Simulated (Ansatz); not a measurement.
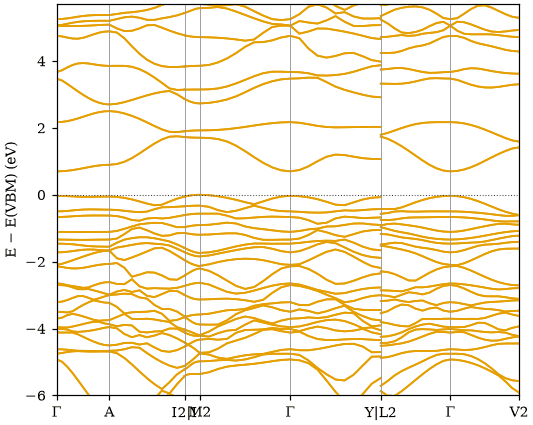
Band structure from LDA with spin–orbit coupling in the plane-wave PAW code Ansatz

Task: Read off the gap and where the band edges lie.

Result: About 0.7 eV (0.70 eV by a search for the band edges); maximum at M2, minimum at Γ.

The material is PdSeO₃ in space group C2/m (No. 12; Pd on 4e, Se on 4i, O on 8j, O on 4i).

The workflow started from a Materials Project entry (that database holds measured and hypothetical structures alike); the Crystallography Open Database copy checked does not list it. COD files the formula under space group No. 11. Its standing as an ambient phase is unchecked. The LDA relaxation kept the symmetry of its start; its stability against distortions is not shown here. No spin polarisation was allowed. A crystal of weakly bound layers computed without a dispersion correction: the cell and the soft elastic constants depend strongly on that.

Potentials: the later of the program's two PAW sets.
